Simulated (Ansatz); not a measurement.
# Calculations on BH3OF2

## 1. Relaxation

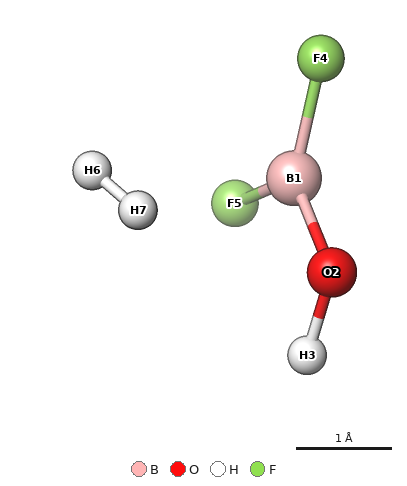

Starting structure of BH3OF2. A ball-and-stick model, seen at a tilt.

The run prepares an end point of a later path (reaction) calculation, from a guessed geometry.

The calculation used RKS PBE0-D4/cc-pVDZ (Ansatz 0.2.0).

Input
```yaml
crystal:
  periodic: [false, false, false]
  atoms:
    - { symbol: B, position_ang: [-0.029426, -0.251121, 0.16299] }
    - { symbol: O, position_ang: [-0.001406, -0.485754, 1.518623] }
    - { symbol: H, position_ang: [-0.889182, -0.468538, 1.896195] }
    - { symbol: F, position_ang: [1.110148, -0.242261, -0.510699] }
    - { symbol: F, position_ang: [-1.16994, -0.079443, -0.506597] }
    - { symbol: H, position_ang: [0.048573, 2.105195, 0.588506] }
    - { symbol: H, position_ang: [0.142933, 1.702723, 1.176582] }
basis:
  gaussian: { orbitals: cc-pVDZ }
hamiltonian:
  xc: pbe0
  dispersion: d4
relax:
  f_tol: 0.03
  max_steps: 50
output:
  orbitals: {}
```

Launched with:
```bash
ansatz run input.yaml --threads 1 --pin off --max-ram 2048MiB --backend cpu --events-out ev --progress --plain --runs-dir out
```

### Where does the relaxation end?

Over 6 geometry steps the energy falls by 0.148 eV. The largest force component goes from 1.4 to 0.019 eV/Å. The largest move after the best rigid fit is that of H7, 0.47 Å. Largest moves by element: H 0.47 Å, O 0.20 Å, F 0.20 Å, B 0.19 Å. Near-neighbour distances that change, for instance: H6–H7 0.719 → 0.762 Å, B1–O2 1.376 → 1.347 Å. Cost: 14 s on 1 thread of Arm Neoverse V2, with other jobs on the host, peak memory 0.14 GiB.

History of the run:

```
step  E − E(0), eV  largest force component, eV/Å
   0        0.0000                         1.4256
   1       -0.1191                         0.5829
   2       -0.1386                         0.3995
   3       -0.1451                         0.1477
   4       -0.1467                         0.0690
   5       -0.1470                         0.0979
   6       -0.1479                         0.0195
```

The structure at the end:

```xyz
7

B    -0.0455   -0.4374    0.1502
O    -0.0269   -0.6753    1.4758
H    -0.9136   -0.6483    1.8541
F     1.0938   -0.4365   -0.5303
F    -1.1806   -0.2082   -0.5177
H     0.0356    2.5340    0.6348
H     0.2488    2.1524    1.2587
```

After the run, drawn alike:

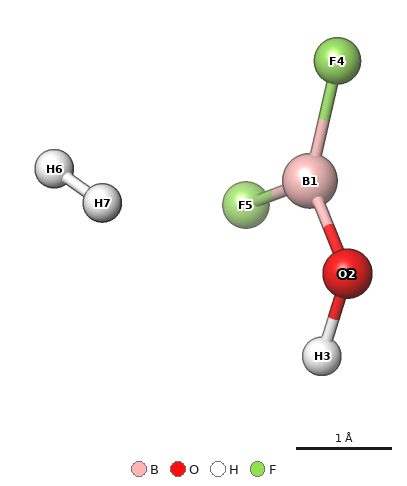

Limits of the set-up: the start holds two separate molecules, 2.2 Å apart at their closest, whose relative position is a soft coordinate.

## 2. Relaxation

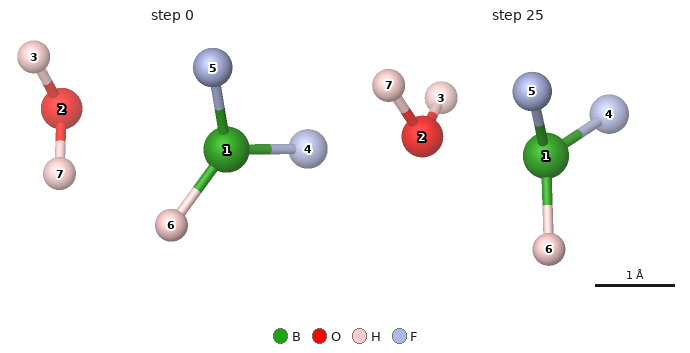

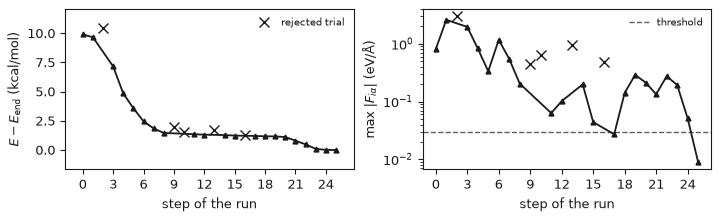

First and last geometry of a relaxation of BH3OF2, with the history of the run. A ball-and-stick model, seen at a tilt.

The run prepares an end point of a later path (reaction) calculation, from a guessed geometry.

Level of theory: Ansatz 0.2.0, RKS PBE0-D4/cc-pVDZ. Settings: no spin polarisation; force threshold 0.03 eV/Å; at most 50 steps.

> What do the curves and the structures tell?

It converged. The largest moves after the best rigid fit, 1.29 Å, are those of H3 and H7. By element the largest moves are H 1.29 Å, F 0.76 Å, O 0.68 Å, B 0.36 Å. Some distances before and after: B1–O2 2.601 → 1.774 Å, B1–F4 1.325 → 1.372 Å, B1–F5 1.330 → 1.372 Å, O2–H7 0.984 → 0.971 Å. Bond angles that change, for instance: F4–B1–F5 118.3° → 114.1°, F4–B1–H6 121.3° → 118.2°, H3–O2–H7 102.6° → 105.1°. After 20 accepted moves (25 points after the start) the energy has fallen by 9.90 kcal/mol. Largest force component: 0.81 eV/Å at the start, 0.0089 eV/Å at the end. The line search rejected the trial steps at points 2, 9, 10, 13, 16 of the run. The forces were under the threshold at step 17, but the run went on from there.

```tsv
step	E − E(0), kcal/mol	largest force component, eV/Å	note
0	0.00	0.8091	
1	-0.24	2.6055	
2	0.53	3.0301	rejected
3	-2.74	1.9689	
4	-5.05	0.8314	
5	-6.32	0.3350	
6	-7.44	1.1747	
7	-8.05	0.5481	
8	-8.44	0.2048	
9	-7.93	0.4419	rejected
10	-8.37	0.6285	rejected
11	-8.54	0.0632	
12	-8.59	0.1018	
13	-8.16	0.9668	rejected
14	-8.61	0.1988	
15	-8.66	0.0441	
16	-8.60	0.4902	rejected
17	-8.70	0.0271	
18	-8.72	0.1417	
19	-8.73	0.2904	
20	-8.79	0.2132	
21	-9.09	0.1338	
22	-9.42	0.2741	
23	-9.80	0.1943	
24	-9.89	0.0513	
25	-9.90	0.0089
```

## 3. Path

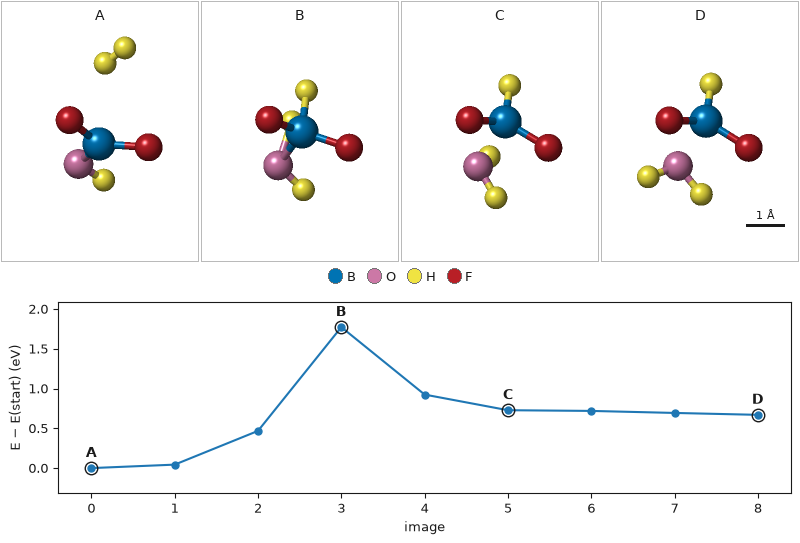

A search for the minimum-energy path of BH3OF2, made up at the start of BHOF2 and H₂ by the nudged elastic band. Images are numbered from 0 (start) to 8 (end). Frames A to D are images 0, 3, 5, 8. The picture is a ball-and-stick view, seen from a free direction.

Level of theory: RKS PBE0-D4/cc-pVDZ in Ansatz. Settings: 7 movable images; climbing image; force threshold 0.05 eV/Å; iteration limit 60; starting path through a guess of the saddle point.

Q: Read off the barrier and say what moves.

A: Breaking: B–O (1.35 → 1.77 Å), H–H (0.76 → 2.94 Å). Forming: B–H (3.01 → 1.21 Å), H–O (2.85 → 0.97 Å). Forward barrier 1.77 eV, backward barrier 1.10 eV, with image 3 at the top; the reaction energy is +0.67 eV. The band converged in 14 iterations. The largest component of the band force went from 31 to 0.021 eV/Å. The climbing image converged on the top of the path. Its vibrational analysis gives one imaginary mode (1386i cm⁻¹), as a transition state must have.

Limits of the set-up: the start holds two separate molecules, 2.8 Å apart at their closest, whose relative position is a soft coordinate.

The run took 2.9 min on 1 thread of Arm Neoverse V2, with other jobs on the host, peak memory 0.14 GiB.
